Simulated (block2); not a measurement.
**A workflow on SrF (SMILES [F][Sr])**

Wanted: a series of 12 runs (DMRG/ANO-RCC-MB) of FSr. The setting varied is the bond dimension. Input form: a Python script.

The calculation is run with block2 0.5.4.

2 further runs of the same task are left out: 2 set aside as unsound or not needed.

## 1. The molecule

SrF has 2 atoms, charge 0, and is taken as a doublet. SMILES: `[F][Sr]`. The shape comes from GFN2-xTB, which is rough for such elements, and wasn't checked as a minimum.

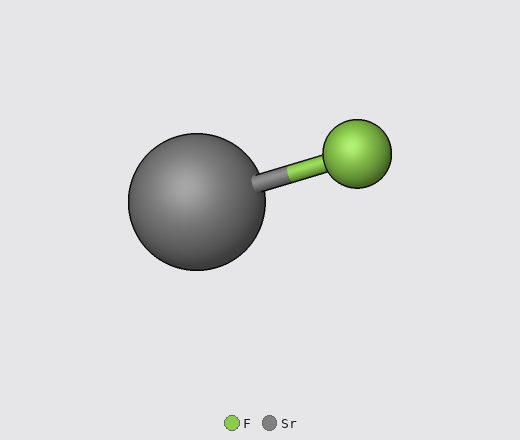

The structure, seen from a chosen angle (fluorine green, strontium grey).

## 2. A single-point energy at DMRG/ANO-RCC-MB (start occupation bias 0.1) (run 2)

The input, block2_dmrg.py:

```python
import numpy as np
from pyscf import gto, mcscf, mp, scf
from pyblock2._pyscf.ao2mo import integrals as itg
from pyblock2.driver.core import DMRGDriver, SymmetryTypes

mol = gto.M(atom="""
F      0.000000     0.000000     0.000000
Sr     0.000000     0.000000     1.943020
""", basis="ano-rcc-mb", charge=0, spin=1, verbose=3, max_memory=2000)
print("nao = %d" % (mol.nao))
mf = scf.ROHF(mol)
mf.conv_tol = 1e-10
mf.max_cycle = 200
mf.kernel()
if not mf.converged:
    mf = mf.newton().run(mf.mo_coeff, mf.mo_occ)
print(f"reference energy = {mf.e_tot:.10f}")
# rotate to MP2 natural orbitals
occ_no, mo = mcscf.addons.make_natural_orbitals(mp.MP2(mf.to_uhf(), frozen=15).run())
mf.mo_coeff = mo
ncas, n_elec, spin, ecore, h1e, g2e, orb_sym = itg.get_rhf_integrals(mf, ncore=15, ncas=12, pg_symm=False, g2e_symm=1)
driver = DMRGDriver(scratch="./tmp", symm_type=SymmetryTypes.SU2, stack_mem=1500 << 20, n_threads=1)
# orbital ordering
idx = driver.orbital_reordering(h1e, g2e, method="fiedler")
print("orbital order:", idx.tolist())
h1e = h1e[np.ix_(idx, idx)]
g2e = g2e[np.ix_(idx, idx, idx, idx)]
orb_sym = np.array(orb_sym)[idx]
driver.initialize_system(n_sites=ncas, n_elec=n_elec, spin=spin, orb_sym=orb_sym)
mpo = driver.get_qc_mpo(h1e=h1e, g2e=g2e, ecore=ecore, iprint=0)
occs = np.array([1.9] * 8 + [1.0] * 1 + [0.1] * 3)[idx]
ket = driver.get_random_mps(tag="GS", bond_dim=5, nroots=1, occs=occs)
bond_dims = [5] * 3 + [10] * 4
noises = [0.0001] * 3 + [1e-05] * 4 + [0]
thrds = [1e-09] * 7
e = driver.dmrg(mpo, ket, n_sweeps=13, tol=1e-07, bond_dims=bond_dims, noises=noises, thrds=thrds, iprint=1)
ms, dws, es = driver.get_dmrg_results()
print("max discarded weight = %.3e" % (dws[-1]))
print(f"total energy = {e:.10f}")
```

The run is started by

```bash
$ python block2_dmrg.py
```

The program printed:

```text
nao = 27
converged SCF energy = -3195.8914457397
reference energy = -3195.8914457397
E(UMP2) = -3195.89983058822  E_corr = -0.00838484851850898
E(SCS-UMP2) = -3195.89940694298  E_corr = -0.00796120327795008
orbital order: [11, 5, 10, 9, 6, 7, 8, 4, 1, 0, 3, 2]

Sweep =    0 | Direction =  forward | Bond dimension =    5 | Noise =  1.00e-04 | Dav threshold =  1.00e-09
Time elapsed =      0.069 | E =   -3195.8935549198 | DW = 3.39391e-05

[... 21 lines left out ...]
Sweep =    8 | Direction =  forward | Bond dimension =   10 | Noise =  0.00e+00 | Dav threshold =  1.00e-08
Time elapsed =      0.939 | E =   -3195.8991591825 | DE = -5.12e-07 | DW = 3.15057e-04

Sweep =    9 | Direction = backward | Bond dimension =   10 | Noise =  0.00e+00 | Dav threshold =  1.00e-08
Time elapsed =      1.046 | E =   -3195.8991901452 | DE = -3.10e-05 | DW = 3.15440e-04

Sweep =   10 | Direction =  forward | Bond dimension =   10 | Noise =  0.00e+00 | Dav threshold =  1.00e-08
Time elapsed =      1.160 | E =   -3195.8991902309 | DE = -8.57e-08 | DW = 3.15458e-04

max discarded weight = 3.155e-04
total energy = -3195.8991902309
```

Wall time 4.5 s (1 thread of Arm Neoverse V1, shared host); peak memory 0.25 GiB.

## 3. A single-point energy at DMRG/ANO-RCC-MB (start occupation bias 0.1) (run 3)

The input, run_dmrg.py:

```python
import numpy as np
from pyscf import gto, mcscf, mp, scf
from pyblock2._pyscf.ao2mo import integrals as itg
from pyblock2.driver.core import DMRGDriver, SymmetryTypes

mol = gto.M(atom="""
F      0.000000     0.000000     0.000000
Sr     0.000000     0.000000     1.943020
""", basis="ano-rcc-mb", spin=1, verbose=3)
print("nao = %d" % (mol.nao))
mf = scf.ROHF(mol)
mf.conv_tol = 1e-10
mf.max_cycle = 200
mf.kernel()
if not mf.converged:
    mf = mf.newton().run(mf.mo_coeff, mf.mo_occ)
print("reference energy = %.10f" % (mf.e_tot))
# natural orbitals of MP2 give a compact matrix product state
occ_no, mo = mcscf.addons.make_natural_orbitals(mp.MP2(mf.to_uhf(), frozen=15).run())
mf.mo_coeff = mo
ncas, n_elec, spin, ecore, h1e, g2e, orb_sym = itg.get_rhf_integrals(mf, ncore=15, ncas=12, pg_symm=False, g2e_symm=1)
dmrg = DMRGDriver(scratch="./tmp", symm_type=SymmetryTypes.SU2, stack_mem=1500 << 20, n_threads=1)
# order the orbitals along the chain
idx = dmrg.orbital_reordering(h1e, g2e, method="fiedler")
print("orbital order:", idx.tolist())
h1e = h1e[np.ix_(idx, idx)]
g2e = g2e[np.ix_(idx, idx, idx, idx)]
orb_sym = np.array(orb_sym)[idx]
dmrg.initialize_system(n_sites=ncas, n_elec=n_elec, spin=spin, orb_sym=orb_sym)
mpo = dmrg.get_qc_mpo(h1e=h1e, g2e=g2e, ecore=ecore, iprint=1)
occs = np.array([1.9] * 8 + [1.0] * 1 + [0.1] * 3)[idx]
psi = dmrg.get_random_mps(tag="GS", bond_dim=10, nroots=1, occs=occs)
bond_dims = [10] * 3 + [20] * 4
noises = [0.0001] * 3 + [1e-05] * 4 + [0]
thrds = [1e-09] * 7
e = dmrg.dmrg(mpo, psi, n_sweeps=13, tol=1e-07, bond_dims=bond_dims, noises=noises, thrds=thrds, iprint=1)
ms, dws, es = dmrg.get_dmrg_results()
print("discarded weight = %.3e" % (dws[-1]))
print(f"total energy = {e:.10f}")
```

The run is started by

```bash
$ python run_dmrg.py
```

The program printed:

```text
nao = 27
converged SCF energy = -3195.8914457397
reference energy = -3195.8914457397
E(UMP2) = -3195.89983058822  E_corr = -0.00838484851850898
E(SCS-UMP2) = -3195.89940694298  E_corr = -0.00796120327795008
orbital order: [11, 5, 10, 9, 6, 7, 8, 4, 1, 0, 3, 2]
integral symmetrize error =  0.0
integral cutoff error =  0.0
mpo terms =      12195

[... 39 lines left out ...]
Sweep =    7 | Direction = backward | Bond dimension =   20 | Noise =  0.00e+00 | Dav threshold =  1.00e-08
Time elapsed =      1.349 | E =   -3195.8998019503 | DE = 2.23e-05 | DW = 3.76311e-05

Sweep =    8 | Direction =  forward | Bond dimension =   20 | Noise =  0.00e+00 | Dav threshold =  1.00e-08
Time elapsed =      1.564 | E =   -3195.8998060434 | DE = -4.09e-06 | DW = 3.84467e-05

Sweep =    9 | Direction = backward | Bond dimension =   20 | Noise =  0.00e+00 | Dav threshold =  1.00e-08
Time elapsed =      1.766 | E =   -3195.8998061086 | DE = -6.52e-08 | DW = 3.84610e-05

discarded weight = 3.846e-05
total energy = -3195.8998061086
```

Wall time 5.1 s (1 thread of Arm Neoverse V1, shared host); peak memory 0.25 GiB.

Runs 4 to 12 aren't shown in full; the table further down has their settings and results.

## 4. The singlet cation: a single-point energy at DMRG/ANO-RCC-MB (start occupation bias 0.3) (run 13)

The input, job.py:

```python
import numpy as np
from pyscf import gto, mcscf, mp, scf
from pyblock2._pyscf.ao2mo import integrals as itg
from pyblock2.driver.core import DMRGDriver, SymmetryTypes

mol = gto.M(atom="""
F      0.000000     0.000000     0.000000
Sr     0.000000     0.000000     1.943020
""", basis="ano-rcc-mb", charge=1, verbose=3, max_memory=2000)
print("basis functions          = %d" % (mol.nao))
mf = scf.RHF(mol)
mf.conv_tol = 1e-10
mf.max_cycle = 200
mf.kernel()
if not mf.converged:
    mf = mf.newton().run(mf.mo_coeff, mf.mo_occ)
print(f"E(HF)                    = {mf.e_tot:.10f}")
# natural orbitals of MP2 give a compact matrix product state
occ_no, mo = mcscf.addons.make_natural_orbitals(mp.MP2(mf, frozen=15).run())
mf.mo_coeff = mo
ncas, n_elec, spin, ecore, h1e, g2e, orb_sym = itg.get_rhf_integrals(mf, ncore=15, ncas=12, pg_symm=False, g2e_symm=1)
driver = DMRGDriver(scratch="./tmp", symm_type=SymmetryTypes.SU2, stack_mem=1500 << 20, n_threads=1)
# orbital ordering
idx = driver.orbital_reordering(h1e, g2e, method="fiedler")
print("orbital order:", idx.tolist())
h1e = h1e[np.ix_(idx, idx)]
g2e = g2e[np.ix_(idx, idx, idx, idx)]
orb_sym = np.array(orb_sym)[idx]
driver.initialize_system(n_sites=ncas, n_elec=n_elec, spin=spin, orb_sym=orb_sym)
mpo = driver.get_qc_mpo(h1e=h1e, g2e=g2e, ecore=ecore, iprint=0)
occs = np.array([1.7] * 8 + [0.3] * 4)[idx]
ket = driver.get_random_mps(tag="GS", bond_dim=37, nroots=1, occs=occs)
bond_dims = [37] * 3 + [75] * 4
noises = [0.0001] * 3 + [1e-05] * 4 + [0]
thrds = [1e-09] * 7
e = driver.dmrg(mpo, ket, n_sweeps=13, tol=1e-06, bond_dims=bond_dims, noises=noises, thrds=thrds, iprint=1)
ms, dws, es = driver.get_dmrg_results()
print("max discarded weight     = %.3e" % (dws[-1]))
print("E(final)                 = %.10f" % (e))
```

The run is started by

```bash
$ python job.py
```

The program printed:

```text
basis functions          = 27
converged SCF energy = -3195.70203882513
E(HF)                    = -3195.7020388251
E(RMP2) = -3195.71212672555  E_corr = -0.0100879004223003
E(SCS-RMP2) = -3195.71150890501  E_corr = -0.00947007988127886
orbital order: [11, 7, 6, 9, 8, 4, 5, 10, 3, 0, 1, 2]

Sweep =    0 | Direction =  forward | Bond dimension =   37 | Noise =  1.00e-04 | Dav threshold =  1.00e-09
Time elapsed =      0.417 | E =   -3195.7121031733 | DW = 1.26001e-07

Sweep =    1 | Direction = backward | Bond dimension =   37 | Noise =  1.00e-04 | Dav threshold =  1.00e-09
Time elapsed =      0.815 | E =   -3195.7127670961 | DE = -6.64e-04 | DW = 9.69493e-07

Sweep =    2 | Direction =  forward | Bond dimension =   37 | Noise =  1.00e-04 | Dav threshold =  1.00e-09
Time elapsed =      1.212 | E =   -3195.7134580172 | DE = -6.91e-04 | DW = 1.23658e-06

Sweep =    3 | Direction = backward | Bond dimension =   75 | Noise =  1.00e-05 | Dav threshold =  1.00e-09
Time elapsed =      1.869 | E =   -3195.7134688896 | DE = -1.09e-05 | DW = 4.35666e-08

Sweep =    4 | Direction =  forward | Bond dimension =   75 | Noise =  1.00e-05 | Dav threshold =  1.00e-09
Time elapsed =      2.830 | E =   -3195.7134718007 | DE = -2.91e-06 | DW = 1.40313e-08

Sweep =    5 | Direction = backward | Bond dimension =   75 | Noise =  1.00e-05 | Dav threshold =  1.00e-09
Time elapsed =      3.757 | E =   -3195.7134722666 | DE = -4.66e-07 | DW = 5.39159e-08

Sweep =    6 | Direction =  forward | Bond dimension =   75 | Noise =  1.00e-05 | Dav threshold =  1.00e-09
Time elapsed =      4.718 | E =   -3195.7134727924 | DE = -5.26e-07 | DW = 1.83263e-08

Sweep =    7 | Direction = backward | Bond dimension =   75 | Noise =  0.00e+00 | Dav threshold =  1.00e-07
Time elapsed =      5.536 | E =   -3195.7134729552 | DE = -1.63e-07 | DW = 8.31004e-09

max discarded weight     = 8.310e-09
E(final)                 = -3195.7134729552
```

Wall time 9 s (1 thread of Arm Neoverse V1, shared host); peak memory 0.27 GiB.

## 5. The singlet cation: the energy at DMRG/ANO-RCC-MB (start occupation bias 0.3) (run 14)

The input, dmrg.py:

```python
import numpy as np
from pyscf import gto, mcscf, mp, scf
from pyblock2._pyscf.ao2mo import integrals as itg
from pyblock2.driver.core import DMRGDriver, SymmetryTypes

mol = gto.M(atom="""
F      0.000000     0.000000     0.000000
Sr     0.000000     0.000000     1.943020
""", basis="ano-rcc-mb", charge=1, verbose=4, max_memory=2000)
print("basis functions = %d" % (mol.nao))
mf = scf.RHF(mol)
mf.conv_tol = 1e-10
mf.max_cycle = 200
mf.kernel()
if not mf.converged:
    mf = mf.newton().run(mf.mo_coeff, mf.mo_occ)
print(f"SCF energy = {mf.e_tot:.10f}")
occ_no, mo = mcscf.addons.make_natural_orbitals(mp.MP2(mf, frozen=15).run())
mf.mo_coeff = mo
ncas, n_elec, spin, ecore, h1e, g2e, orb_sym = itg.get_rhf_integrals(mf, ncore=15, ncas=12, pg_symm=False, g2e_symm=1)
dmrg = DMRGDriver(scratch="./tmp", symm_type=SymmetryTypes.SU2, stack_mem=1500 << 20, n_threads=1)
idx = dmrg.orbital_reordering(h1e, g2e, method="fiedler")
print("orbital order:", idx.tolist())
h1e = h1e[np.ix_(idx, idx)]
g2e = g2e[np.ix_(idx, idx, idx, idx)]
orb_sym = np.array(orb_sym)[idx]
dmrg.initialize_system(n_sites=ncas, n_elec=n_elec, spin=spin, orb_sym=orb_sym)
mpo = dmrg.get_qc_mpo(h1e=h1e, g2e=g2e, ecore=ecore, iprint=0)
occs = np.array([1.7] * 8 + [0.3] * 4)[idx]
psi = dmrg.get_random_mps(tag="GS", bond_dim=50, nroots=1, occs=occs)
bond_dims = [50] * 3 + [100] * 4
noises = [0.0001] * 3 + [1e-05] * 4 + [0]
thrds = [1e-09] * 7
e = dmrg.dmrg(mpo, psi, n_sweeps=13, tol=1e-06, bond_dims=bond_dims, noises=noises, thrds=thrds, iprint=1)
ms, dws, es = dmrg.get_dmrg_results()
print("DW = %.3e" % (dws[-1]))
print("final energy = %.10f" % (e))
```

The run is started by

```bash
$ python dmrg.py
```

The program printed:

```text
[INPUT] verbose = 4
[... 58 lines left out ...]
converged SCF energy = -3195.70203882513
SCF energy = -3195.7020388251
[... 26 lines left out ...]
Sweep =    5 | Direction = backward | Bond dimension =  100 | Noise =  1.00e-05 | Dav threshold =  1.00e-09
Time elapsed =      5.496 | E =   -3195.7134730921 | DE = -2.53e-08 | DW = 1.16320e-08

Sweep =    6 | Direction =  forward | Bond dimension =  100 | Noise =  1.00e-05 | Dav threshold =  1.00e-09
Time elapsed =      6.828 | E =   -3195.7134730985 | DE = -6.31e-09 | DW = 3.89685e-09

Sweep =    7 | Direction = backward | Bond dimension =  100 | Noise =  0.00e+00 | Dav threshold =  1.00e-07
Time elapsed =      7.881 | E =   -3195.7134730819 | DE = 1.66e-08 | DW = 2.36170e-15

DW = 2.362e-15
final energy = -3195.7134730819
```

It took 11 s on 1 thread of Arm Neoverse V1, shared host; peak memory 0.29 GiB.

## 6. The series

```tsv
run	level	bond dimension	bond dims	partner	energy (Eh)	wall time
2	DMRG/ANO-RCC-MB (start occupation bias 0.1)	10	(5, 10)	base	-3195.899190	4.5 s
3	DMRG/ANO-RCC-MB (start occupation bias 0.1)	20	(10, 20)	base	-3195.899806	5.1 s
4	DMRG/ANO-RCC-MB (start occupation bias 0.1)	35	(17, 35)	base	-3195.901823	6 s
5	DMRG/ANO-RCC-MB (start occupation bias 0.1)	50	(25, 50)	base	-3195.901911	8.1 s
6	DMRG/ANO-RCC-MB (start occupation bias 0.1)	75	(37, 75)	base	-3195.901931	9.6 s
7	DMRG/ANO-RCC-MB (start occupation bias 0.1)	100	(50, 100)	base	-3195.901934	13 s
9	DMRG/ANO-RCC-MB (start occupation bias 0.3)	10	(5, 10)	cation	-3195.711904	4.2 s
10	DMRG/ANO-RCC-MB (start occupation bias 0.3)	20	(10, 20)	cation	-3195.713341	5.1 s
11	DMRG/ANO-RCC-MB (start occupation bias 0.3)	35	(17, 35)	cation	-3195.713461	5.7 s
12	DMRG/ANO-RCC-MB (start occupation bias 0.3)	50	(25, 50)	cation	-3195.713470	6.9 s
13	DMRG/ANO-RCC-MB (start occupation bias 0.3)	75	(37, 75)	cation	-3195.713473	9 s
14	DMRG/ANO-RCC-MB (start occupation bias 0.3)	100	(50, 100)	cation	-3195.713473	11 s
```

Convergence of the total energy of doublet SrF with the bond dimension, against the last point:

```tsv
bond dimension	from the last (mEh)	wall time
10	+2.743	4.5 s
20	+2.127	5.1 s
35	+0.110	6 s
50	+0.022	8.1 s
75	+0.003	9.6 s
100	+0.000	13 s
```

## 7. What came out

| quantity | value |
| --- | --- |
| singlet cation, run 14: total energy | -3195.71347 Eh |

For the total energy of doublet SrF to stay within 2 mEh of the last point, 35 is the first point of the series from which all later ones do (6 s against 13 s). For the total energy of doublet SrF to stay within 0.5 mEh of the last point, 35 is the first point of the series from which all later ones do (6 s against 13 s). In runs 2, 3, 4, 5, 6, 7, 9, 10 and more the basis is minimal, so the values are rough. In runs 2, 3, 4, 5, 6, 7, 9, 10 and more relativity is left out where basis or elements ask for it. All runs together took 88 s, the longest 13 s.
